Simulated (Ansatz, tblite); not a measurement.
# In6P7 zinc blende off sphere (In6P7H20+): spin-state energies by level

Aim: set other spin states of In6P7 zinc blende off sphere (In6P7H20+) against its singlet, on many levels of theory.

Program: Ansatz 0.2.0, Gaussian basis. Level of theory: as each input shows. These are calculated values, not measurements.

Plan: triplet, at the geometry of the singlet (GFN1-xTB, GFN2-xTB, PBE0-D4/def2-TZVP, PBE-D4/def2-TZVP); the singlet's energies come from earlier runs.

3 further runs of the same task are left out: 1 for a known fault of the program, 2 set aside as unsound or not needed.

## 1. The geometry

The singlet was relaxed beforehand with PBE-D4/def2-SVP.

33 atoms, charge 1, spin multiplicity 1.

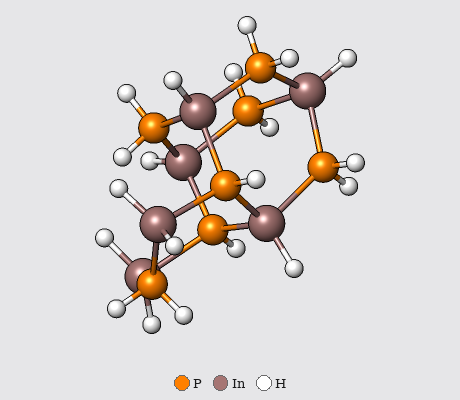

The structure; phosphorus orange, indium brown, hydrogen white.

In takes a core potential in the def2 sets. No spin-orbit coupling is included. The ion is computed in the gas phase, without counter-ions or solvent.

## 2. Triplet at the fixed geometry, GFN1-xTB

Tight binding, by tblite at 300 K electronic temperature and without a spin-polarisation term:

```python
tblite.interface.Calculator('GFN1-xTB', numbers, positions, charge=1, uhf=2).singlepoint()
```

Energy -1038.4052 eV; 0.19 s.

## 3. Triplet at the fixed geometry, GFN2-xTB

Tight binding, by tblite at 300 K electronic temperature and without a spin-polarisation term:

```python
tblite.interface.Calculator('GFN2-xTB', numbers, positions, charge=1, uhf=2).singlepoint()
```

Energy -943.7252 eV; 0.14 s.

## 4. Triplet at the fixed geometry, PBE0-D4/def2-TZVP

in.yaml

```yaml
crystal:
  periodic: [false, false, false]
  atoms:
    - {symbol: P, position_ang: [0.789193, -3.584746, 0.688410]}
    - {symbol: P, position_ang: [-2.880810, 2.879637, -1.351008]}
    - {symbol: P, position_ang: [0.803535, -0.802277, -2.214346]}
    - {symbol: P, position_ang: [-2.192651, -0.668850, 0.290977]}
    - {symbol: P, position_ang: [0.684801, -0.685849, 3.291405]}
    - {symbol: P, position_ang: [0.667350, 2.192791, 0.292299]}
    - {symbol: P, position_ang: [3.585326, -0.787162, 0.689167]}
    - {symbol: In, position_ang: [-3.783351, 0.405486, -1.595775]}
    - {symbol: In, position_ang: [-0.882386, -2.414152, -1.015092]}
    - {symbol: In, position_ang: [2.400833, -2.399796, 2.358756]}
    - {symbol: In, position_ang: [-0.407152, 3.783923, -1.593977]}
    - {symbol: In, position_ang: [2.413889, 0.884241, -1.013889]}
    - {symbol: In, position_ang: [-0.907886, 0.906425, 1.861181]}
    - {symbol: H, position_ang: [1.546771, -4.595674, 0.014742]}
    - {symbol: H, position_ang: [-0.006777, -4.459539, 1.494417]}
    - {symbol: H, position_ang: [-3.466231, 3.464625, -0.181851]}
    - {symbol: H, position_ang: [-3.630009, 3.628731, -2.316863]}
    - {symbol: H, position_ang: [1.490350, -1.488211, -3.264763]}
    - {symbol: H, position_ang: [-0.030826, 0.031845, -3.024393]}
    - {symbol: H, position_ang: [-3.018266, -1.452553, 1.162076]}
    - {symbol: H, position_ang: [-0.115150, -1.407552, 4.234200]}
    - {symbol: H, position_ang: [1.404543, 0.114165, 4.235655]}
    - {symbol: H, position_ang: [1.450366, 3.018412, 1.163997]}
    - {symbol: H, position_ang: [4.596410, -1.544480, 0.015467]}
    - {symbol: H, position_ang: [4.459901, 0.008985, 1.495225]}
    - {symbol: H, position_ang: [-3.000921, -0.195991, -3.029719]}
    - {symbol: H, position_ang: [-5.400854, 0.304075, -1.004085]}
    - {symbol: H, position_ang: [-1.596594, -3.616918, -2.024869]}
    - {symbol: H, position_ang: [3.363143, -3.361908, 3.414189]}
    - {symbol: H, position_ang: [0.195397, 3.002543, -3.028029]}
    - {symbol: H, position_ang: [-0.306933, 5.401197, -1.001481]}
    - {symbol: H, position_ang: [3.616323, 1.599796, -2.023110]}
    - {symbol: H, position_ang: [-1.841311, 1.838769, 2.981057]}
basis:
  gaussian: {orbitals: def2-TZVP, fitting: {mean_field: def2-universal-jkfit}}
total_charge: 1
magnetization: {spin_polarized: true, initial_magnetization: 2}
hamiltonian: {xc: pbe0, dispersion: d4}
scf: {omitted_lower_state_checks: [starts]}
output: {orbitals: {seedname: orbitals}}
```

Run with:

```console
$ ansatz run in.yaml --threads 2 --pin off --events-out ev --progress --plain --max-ram 32768MiB --backend cuda --devices 0, --max-vram 18GiB
```

The program printed:

```text
Functional definition: PBE0
  name "PBE0"
  cite "Adamo & Barone, J. Chem. Phys. 110, 6158 (1999) doi:10.1063/1.478522"
  cite "Perdew, Burke & Ernzerhof, Phys. Rev. Lett. 77, 3865 (1996) doi:10.1103/PhysRevLett.77.3865"
  parent pbe
  parameter a = 0.25
  parameter kappa = 0.804
  parameter beta = 0.06672455060314922
  exchange = (1 - a)*pbe_x(kappa = kappa, mu = beta*pi^2/3) + a*exact_x
  correlation = pbe_c(beta = beta)
these checks for a lower state are left out or cut short: starts
2564 factors; integrals over basis functions are off by at most 6.2e-1 eV
mean field evaluation 1: about -96355.5002 eV, gradient 3.5e1 eV
mean field evaluation 2: about -96339.0435 eV, gradient 6.0e1 eV
mean field evaluation 4: about -96362.6615 eV, gradient 6.6e0 eV
mean field evaluation 8: about -96362.9914 eV, gradient 6.9e-1 eV
mean field evaluation 16: about -96363.0629 eV, gradient 3.4e-1 eV
mean field evaluation 32: about -96363.2352 eV, gradient 6.1e-2 eV
mean field -96363.23557509 eV, -3541.2835900376 hartree, gradient 5.5e-6 eV, S^2 2.008973; 0 other end points of the search recorded, 0 dependent functions left out
reference -96363.23568494 eV, -3541.2835940743 hartree; 126, 124 occupied and 553, 555 virtual orbitals, 2564 factors
Total energy: -96364.96126667 eV, -3541.3470080333 hartree
Checks for a lower state left out: starts
```

Run time: 36 s. Hardware: 1 × H100 (card shared with other runs) with 2 threads of AMD EPYC 7R13, shared host; peak host memory 1.4 GiB.

Report: HOMO -5.69 eV, LUMO -8.70 eV (over both spins; with the spin held, an empty level of the minority spin lies below the top filled one); ⟨S²⟩ 2.009 (pure: 2.00).

## 5. Triplet at the fixed geometry, PBE-D4/def2-TZVP

start.molden holds the orbitals of an earlier run on this state, given as this run's starting guess.

Edit in.yaml of step 4 so:

```diff
@@ -37,6 +37,6 @@
 basis:
-  gaussian: {orbitals: def2-TZVP, fitting: {mean_field: def2-universal-jkfit}}
+  gaussian: {orbitals: def2-TZVP, fitting: {mean_field: def2-universal-jkfit}, initial_orbitals: start.molden}
 total_charge: 1
 magnetization: {spin_polarized: true, initial_magnetization: 2}
-hamiltonian: {xc: pbe0, dispersion: d4}
+hamiltonian: {xc: pbe, dispersion: d4}
 scf: {omitted_lower_state_checks: [starts]}
```

Same command.

The program printed:

```text
Functional definition: PBE
  name "PBE"
  cite "Perdew, Burke & Ernzerhof, Phys. Rev. Lett. 77, 3865 (1996) doi:10.1103/PhysRevLett.77.3865"
  parent pbe
  parameter kappa = 0.804
  parameter beta = 0.06672455060314922
  exchange = pbe_x(kappa = kappa, mu = beta*pi^2/3)
  correlation = pbe_c(beta = beta)
these checks for a lower state are left out or cut short: starts
2564 factors; integrals over basis functions are off by at most 6.2e-1 eV
mean field evaluation 1: about -96356.8353 eV, gradient 1.5e1 eV
mean field evaluation 2: about -96357.3615 eV, gradient 8.4e-1 eV
mean field evaluation 4: about -96357.4478 eV, gradient 1.6e-1 eV
mean field evaluation 8: about -96357.4556 eV, gradient 3.0e-2 eV
mean field evaluation 16: about -96357.4556 eV, gradient 6.4e-5 eV
mean field -96357.45557232 eV, -3541.0711788536 hartree, gradient 2.5e-6 eV, S^2 2.003339; 0 other end points of the search recorded, 0 dependent functions left out
reference -96357.45572307 eV, -3541.0711843935 hartree; 126, 124 occupied and 553, 555 virtual orbitals, 2564 factors
Total energy: -96359.34643492 eV, -3541.1406667723 hartree
Checks for a lower state left out: starts
```

Run time: 26 s. Hardware: 1 × H100 (card shared with other runs) with 2 threads of AMD EPYC 7R13, shared host; peak host memory 1.3 GiB.

From the report: HOMO -5.18 eV, LUMO -9.10 eV (over both spins; with the spin held, an empty level of the minority spin lies below the top filled one); ⟨S²⟩ 2.003 (pure: 2.00).

## 6. Triplet less singlet, vertical

The singlet's energies are those of its earlier runs, whose logs aren't repeated here.

```csv
level,"triplet less singlet, vertical (kJ/mol)",time
GFN1-xTB,+325.3,0.35 s
GFN2-xTB,+295.0,0.29 s
PBE-D4/def2-TZVP,+380.6,44 s
PBE0-D4/def2-TZVP,+430.3,54 s
```

Times add the two runs; a level without a time comes out of a correlated run. Tight binding without a spin term can't rank spin states.

## 7. What came out

| quantity | value |
| --- | --- |
| triplet less singlet, vertical, functionals in def2-TZVP | +380.6 (PBE-D4) to +430.3 kJ/mol (PBE0-D4) |

In words: All functionals put the triplet above the singlet, over a spread of 49.7 kJ/mol. The checks for a lower triplet were left out, so another state of that spin may lie lower. These are electronic energies, without zero-point motion, entropy or surroundings.
